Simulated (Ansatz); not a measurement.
# UHF/STO-3G run of InHF (SMILES [F][InH])

What is the electronic atomisation energy of InHF at UHF/STO-3G? 

Program for the calculation: Ansatz 0.2.0.

65 further runs of the same task are left out: 9 that didn't finish, 56 set aside as unsound or not needed.

## (1) The structure to begin with

The species is InHF (3 atoms), meant as a doublet with charge 0. As SMILES, `[F][InH]`. The coordinates come from a PBE0-D4/def2-TZVP relaxation.

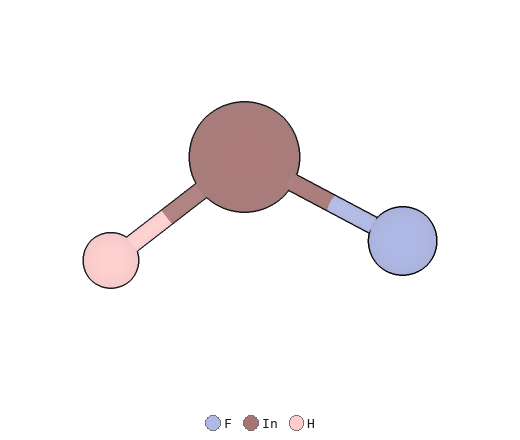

Viewed from a chosen angle; fluorine light blue, indium brown, hydrogen pink.

## (2) The energy at UHF/STO-3G

File job.yaml:

```yaml
crystal:
  periodic: [false, false, false]
  atoms:
    - {symbol: F, position_ang: [1.088400, 0.989500, 0.694300]}
    - {symbol: In, position_ang: [-0.522500, 0.355100, -0.244800]}
    - {symbol: H, position_ang: [-0.576900, -1.409400, -0.462800]}
basis:
  gaussian: {orbitals: STO-3G}
magnetization: {spin_polarized: true, initial_magnetization: 1}
hamiltonian: {xc: hf}
accuracy: high
```

Started as:

```bash
$ ansatz run job.yaml --threads 1 --pin off --max-ram 2610MiB --events-out events.jsonl --progress --plain --runs-dir runs
```

Output:

```text
Warning: RAYON_NUM_THREADS=1 ignored (pool sized by the plan → 1); use --threads N
Functional definition: HF
  name "HF"
  exchange = exact_x
  correlation = 0
590 factors; integrals over basis functions are off by at most 4.0e-9 eV
mean field evaluation 1: about -157318.2627 eV, gradient 1.3e1 eV
mean field evaluation 2: about -157318.3169 eV, gradient 1.3e1 eV
mean field evaluation 4: about -157320.7872 eV, gradient 1.8e0 eV
mean field evaluation 8: about -157320.8889 eV, gradient 3.4e-2 eV
mean field evaluation 16: about -157320.8819 eV, gradient 2.4e-8 eV
mean field -157320.88186824 eV, -5781.4357727342 hartree, gradient 2.4e-8 eV, S^2 0.758704; 0 other end points of the search recorded, 0 dependent functions left out
reference -157320.88186824 eV, -5781.4357727342 hartree; 30, 29 occupied and 3, 4 virtual orbitals, 590 factors
Total energy: -157320.88186824 eV, -5781.4357727342 hartree
```

It took 0.58 s on 1 thread of Arm Neoverse V2, shared host; peak memory 0.096 GiB.

## (3) The F atom, same level

File run.yaml:

```yaml
crystal:
  periodic: [false, false, false]
  atoms:
    - {symbol: F, position_ang: [0.000000, 0.000000, 0.000000]}
basis:
  gaussian:
    orbitals: STO-3G
magnetization:
  spin_polarized: true
  initial_magnetization: 1
hamiltonian:
  xc: hf
accuracy: high
```

Started as:

```bash
$ ansatz run run.yaml --threads 1 --pin off --max-ram 2610MiB --events-out events.jsonl --progress --plain --runs-dir runs
```

Output:

```text
Warning: RAYON_NUM_THREADS=1 ignored (pool sized by the plan → 1); use --threads N
Functional definition: HF
  name "HF"
  exchange = exact_x
  correlation = 0
15 factors; integrals over basis functions are off by at most 1.2e-9 eV
mean field evaluation 1: about -2666.3486 eV, gradient 1.5e-14 eV
mean field evaluation 2: about -2666.3486 eV, gradient 0.0e0 eV
mean field -2666.34863534 eV, -97.9865050328 hartree, gradient 0.0e0 eV, S^2 0.750000; 2 other end points of the search recorded, 0 dependent functions left out
reference -2666.34863534 eV, -97.9865050328 hartree; 5, 4 occupied and 0, 1 virtual orbitals, 15 factors
Total energy: -2666.34863534 eV, -97.9865050328 hartree
```

It took 0.04 s on 1 thread of Arm Neoverse V2, shared host.

## (4) The H atom, same level

File in.yaml:

```yaml
crystal:
  periodic: [false, false, false]
  atoms:
    - symbol: H
      position_ang: [0.000000, 0.000000, 0.000000]
basis:
  gaussian:
    orbitals: STO-3G
magnetization:
  spin_polarized: true
  initial_magnetization: 1
hamiltonian:
  xc: hf
accuracy: high
```

Run the same way, it converges to -0.46658 Eh (log not shown).

## (5) The In atom

File molecule.yaml:

```yaml
basis:
  gaussian:
    orbitals: STO-3G
crystal:
  periodic: [false, false, false]
  atoms:
    - {symbol: In, position_ang: [0.000000, 0.000000, 0.000000]}
hamiltonian:
  xc: hf
accuracy: high
magnetization:
  spin_polarized: true
  initial_magnetization: 1
```

Started as:

```bash
$ ansatz run molecule.yaml --threads 1 --pin off --max-ram 2610MiB --events-out events.jsonl --progress --plain --runs-dir runs
```

Output:

```text
Warning: RAYON_NUM_THREADS=1 ignored (pool sized by the plan → 1); use --threads N
Functional definition: HF
  name "HF"
  exchange = exact_x
  correlation = 0
251 factors; integrals over basis functions are off by at most 4.7e-9 eV
mean field evaluation 1: about -154636.2366 eV, gradient 3.2e-1 eV
mean field evaluation 2: about -154636.2501 eV, gradient 3.2e-1 eV
mean field evaluation 4: about -154636.2504 eV, gradient 2.8e-6 eV
mean field evaluation 8: about -154634.7518 eV, gradient 5.2e0 eV
mean field evaluation 16: about -154630.7476 eV, gradient 6.1e0 eV
mean field -154636.25040505 eV, -5682.7773861704 hartree, gradient 7.2e-9 eV, S^2 0.750002; 0 other end points of the search recorded, 0 dependent functions left out
reference -154636.25040505 eV, -5682.7773861704 hartree; 25, 24 occupied and 2, 3 virtual orbitals, 251 factors
Total energy: -154636.25040505 eV, -5682.7773861704 hartree
```

It took 0.2 s on 1 thread of Arm Neoverse V2, shared host.

## (6) Results

At UHF/STO-3G:

| quantity | value |
| --- | --- |
| molecule: total energy | -5781.43577 Eh |
| molecule: ⟨S²⟩ | 0.759 |
| F atom: total energy | -97.98651 Eh |
| F atom: ⟨S²⟩ | 0.750 |
| H atom: total energy | -0.46658 Eh |
| H atom: ⟨S²⟩ | 0.750 |
| In atom: total energy | -5682.77739 Eh |
| In atom: ⟨S²⟩ | 0.750 |
| electronic atomisation energy | 5.586 eV |

Taking the molecule apart into free atoms costs 5.59 eV (539 kJ/mol), before zero-point energy and without spin-orbit coupling. Hartree–Fock lacks the correlation of the bonding pairs, which as a rule makes this value much too low; in minimal bases other errors can mask that. In a minimal basis such a difference can be off by several eV, whatever the method. Relativity is left out (molecule) although the molecule holds a heavy atom. Relativity is left out (In atom) although the molecule holds a heavy atom.
